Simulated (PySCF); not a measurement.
# CH6GaN (SMILES [CH3][GaH][NH2]) at CCSD(T)/6-31G(d) (spherical functions)

Aim: the energy change on altering one bond length of CH6GaN at CCSD(T)/6-31G* (spherical functions), from 2 runs. The job is set up through a Python script.

The results are computed with PySCF 2.14.0.

7 further runs of the same task are left out: 4 that didn't finish, 3 set aside as unsound or not needed.

### Step 1. Starting point

CH6GaN has 9 atoms, charge 0, and is taken as a singlet. SMILES: `[CH3][GaH][NH2]`. The shape is that of a PBE0-D4/def2-TZVP optimisation.

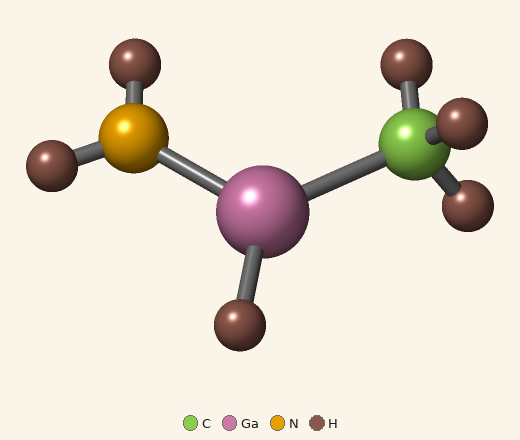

The structure, seen from a chosen angle (carbon green, gallium pink, nitrogen amber, hydrogen brown).

### Step 2. A single-point energy at CCSD(T)/6-31G(d) (spherical functions)

Contents of job.py:

```python
from pyscf import gto, cc

mol = gto.M(
    atom='''
C     -0.527423     1.785224    -2.125564
Ga     0.970185    -1.005145    -0.197287
N     -0.128879    -1.526143     3.017515
H     -1.428633     1.073931    -3.842002
H      0.932391     3.122206    -2.712891
H     -1.939426     2.803409    -1.020641
H      3.057388    -2.874840    -1.150276
H      0.522509    -2.903753     4.153051
H     -1.458113    -0.474888     3.878096
''',
    basis='6-31g*',
    verbose=3,
    charge=0,
    max_memory=1860,
    unit='bohr',
)

myscf = mol.RHF()
myscf.conv_tol = 1e-10
myscf.kernel()
if not myscf.converged:
    myscf = myscf.newton().run(myscf.mo_coeff, myscf.mo_occ)

mycc = cc.CCSD(myscf, frozen=11)
mycc.kernel()
e_t = mycc.ccsd_t()
etot = mycc.e_tot + e_t
print(f'total energy: {etot:.8f} hartree')
```

The run is started by

```console
$ OMP_NUM_THREADS=1 python job.py
```

Standard output:

```text
converged SCF energy = -2018.77686053314
E(CCSD) = -2019.332179049057  E_corr = -0.5553185159143393
CCSD(T) correction = -0.012831272291126
total energy: -2019.34501032 hartree
```

Wall time 9.9 s (1 thread of Intel Xeon at 2.70GHz, shared host); peak memory 0.27 GiB.

### Step 3. The distorted shape

Contents of input.xyz:

```xyz
9

C      0.186181     1.165260    -2.485763
Ga     0.978681    -0.311340    -1.465363
N     -0.068200    -0.807600     1.596800
H     -0.290719     0.788860    -3.394063
H      0.958681     1.872760    -2.796563
H     -0.561019     1.704060    -1.901063
H      2.083181    -1.300740    -1.969663
H      0.276500    -1.536600     2.197700
H     -0.771600    -0.251300     2.052200
```

Contents of input.py:

```python
from pyscf import gto, scf, cc

mol = gto.Mole()
mol.atom = 'input.xyz'
mol.charge = 0
mol.verbose = 3
mol.basis = '6-31g*'
mol.max_memory = 1860
mol.build()

mf = scf.RHF(mol)
mf.conv_tol = 1e-10
mf.kernel()
if not mf.converged:
    mf = mf.newton().run(mf.mo_coeff, mf.mo_occ)

mycc = cc.CCSD(mf, frozen=11)
mycc.kernel()
e_t = mycc.ccsd_t()
energy = mycc.e_tot + e_t
print('Final energy', energy)
```

The run is started by

```console
$ OMP_NUM_THREADS=1 python input.py
```

Standard output:

```text
converged SCF energy = -2018.58707686153
E(CCSD) = -2019.151917741351  E_corr = -0.5648408798215327
CCSD(T) correction = -0.0202994165605669
Final energy -2019.1722171579113
```

Run time: 21 s. Hardware: 1 thread of Intel Xeon at 2.70GHz, shared host; peak memory 0.26 GiB.

### Step 4. Outcome

Level: CCSD(T)/6-31G* (spherical functions), 11 core orbitals frozen.

| quantity | value |
| --- | --- |
| first shape: total energy | -2019.34501 Eh |
| first shape: dipole moment (Hartree–Fock density) | 0.68 D |
| first shape: HOMO energy (Hartree–Fock orbitals) | -10.34 eV |
| first shape: LUMO energy (Hartree–Fock orbitals) | 2.41 eV |
| first shape: HOMO–LUMO gap (Hartree–Fock orbitals) | 12.76 eV |
| first shape: correlation energy (11 core orbitals frozen) | -568.1 mEh |
| first shape: (T) correction | -12.83 mEh |
| first shape: T1 diagnostic | 0.014 |
| distorted shape: total energy | -2019.17222 Eh |
| distorted shape: dipole moment (Hartree–Fock density) | 6.73 D |
| distorted shape: HOMO energy (Hartree–Fock orbitals) | -7.03 eV |
| distorted shape: LUMO energy (Hartree–Fock orbitals) | 0.46 eV |
| distorted shape: HOMO–LUMO gap (Hartree–Fock orbitals) | 7.49 eV |
| distorted shape: correlation energy (11 core orbitals frozen) | -585.1 mEh |
| distorted shape: (T) correction | -20.30 mEh |
| distorted shape: T1 diagnostic | 0.041 |
| energy change with the Ga2–N3 bond stretched from 1.819 to 3.274 Å | 4.702 eV |

What this shows: With the Ga2–N3 bond stretched from 1.819 to 3.274 Å the energy rises by 4.70 eV (454 kJ/mol). The first shape isn't relaxed at this level, so the change isn't measured from a minimum. Mulliken charges (first shape) of the mean-field density run from -1.06 on N3 to +0.54 on Ga2. The triples (first shape) make up 2.3 % of the correlation energy. The T1 diagnostic (distorted shape) of 0.041 is above the customary mark for such species, so a single reference may not serve. Mulliken charges (distorted shape) of the mean-field density run from -1.12 on N3 to +0.52 on Ga2; they depend strongly on the basis. The triples (distorted shape) make up 3.5 % of the correlation energy.
